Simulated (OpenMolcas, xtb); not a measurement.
# How methods differ on CH5FOSn (SMILES C[O][SnH2][F])

CH5FOSn has 9 atoms, charge 0, and is taken as a singlet. As SMILES, `C[O][SnH2][F]`. The shape is that of a PBE0-D4/def2-TZVP optimisation. This is one conformer, not always the lowest.

Quantity: the HOMO–LUMO gap, in eV. The values are calculated.

```
                           level            kind     program  value (eV)   CPU time
                        GFN0-xTB  semi-empirical         xtb        5.57  under 2 s
    HF/def2-SVP (core potential)    Hartree–Fock  OpenMolcas       14.94       14 s
 SVWN5/def2-SVP (core potential)             LDA  OpenMolcas        4.92       45 s
  BLYP/def2-SVP (core potential)             GGA  OpenMolcas        4.96       55 s
revPBE/def2-SVP (core potential)             GGA  OpenMolcas        5.08       55 s
  TPSS/def2-SVP (core potential)        meta-GGA  OpenMolcas        5.34       72 s
r2SCAN/def2-SVP (core potential)        meta-GGA  OpenMolcas        5.69       67 s
 B3LYP/def2-SVP (core potential)   global hybrid  OpenMolcas        7.07       61 s
B2PLYP/def2-SVP (core potential)   double hybrid  OpenMolcas       10.44       32 s
```

The values span 4.92 to 14.94 eV. Orbital gaps aren't excitation energies, and those of double hybrids come from the SCF part alone; they tend to grow with the share of exact exchange. Times are those of the runs behind each value, whatever else they computed, on shared processors of several kinds: orders of magnitude only.

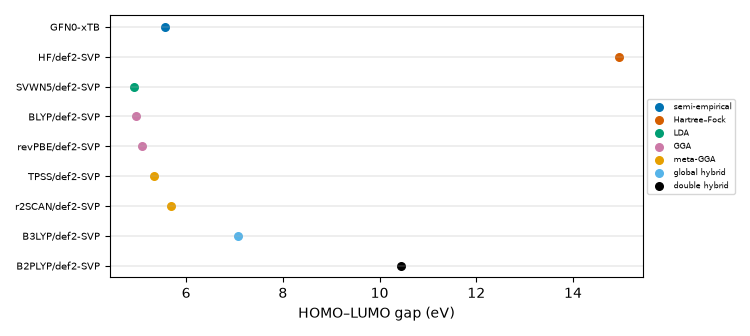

The values of the table, level by level.
